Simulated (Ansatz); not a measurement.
```xyz
8

Cu   -0.0030    0.0045   -1.3153
C    -0.3862    0.5595    0.6386
C     0.3879   -0.5621    0.6326
H     0.0536    1.5487    0.7239
H    -1.4671    0.4992    0.7238
H    -0.0513   -1.5520    0.7129
H     1.4693   -0.5026    0.7129
H    -0.0032    0.0048   -2.8293
```

Geometry: r2SCAN-D4/def2-TZVP.

Level of theory: RKS PBE0-D4/def2-TZVP (Ansatz 0.2.0).

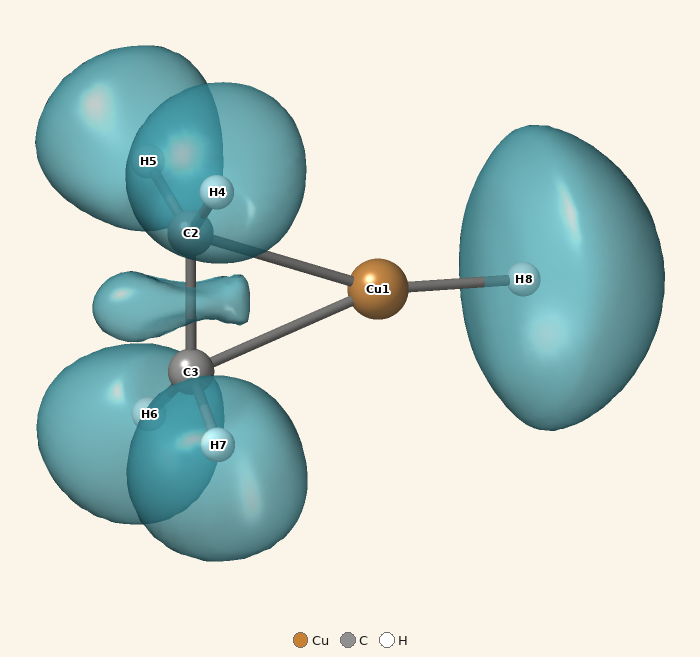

C₂H₅Cu (Cu(C2H4)H). Isosurface of the ELF at 0.8 (cyan), seen at a tilt. Core shells and regions of very low density are left out.

Identify the bonds, lone pairs and shells in this picture.

Answer. The surface consists of one region between bonded C–C atoms (shared pairs) and five regions around hydrogen nuclei. Profiles from the grid: C–C (1.36 Å): the ELF peaks at about 0.95 between the atoms (a covalent bond). C–Cu (2.07 Å): the ELF peaks at about 0.75 in the valence shell of C, 0.7 Å from its nucleus, and is about 0.25 at the midpoint.
